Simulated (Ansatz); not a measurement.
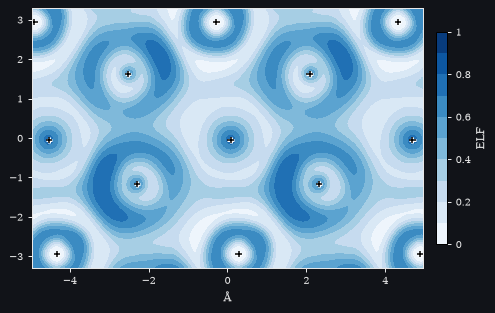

The electron localisation function on a plane through atoms (crosses mark nuclei in the plane).

These are results of DFT PBE, scalar-relativistic, plane waves, PAW in Ansatz, not measurements.

Candidates:
A. SnP₅, a = 3.95 Å, b = 3.95 Å, c = 7.69 Å, α = 90.00°, β = 90.00°, γ = 90.00°. Space group P4/mmm; a structure generated by program, which may or may not match a known phase; computed without spin polarisation.
B. AsSe₄, a = 4.94 Å, b = 4.94 Å, c = 4.94 Å, α = 90.00°, β = 90.00°, γ = 90.00°. Space group P-43m; a structure generated by program, which may or may not match a known phase; computed without spin polarisation.
C. TiSi₄Ni₃, a = 4.61 Å, b = 3.77 Å, c = 5.90 Å, α = 90.00°, β = 95.48°, γ = 90.00°. Space group Pm; a structure generated by program, which may or may not match a known phase; computed without spin polarisation.

**Which system is this?**

Candidate C: TiSi₄Ni₃ on the (010) plane of the conventional cell, which holds Ti, Si and Ni.
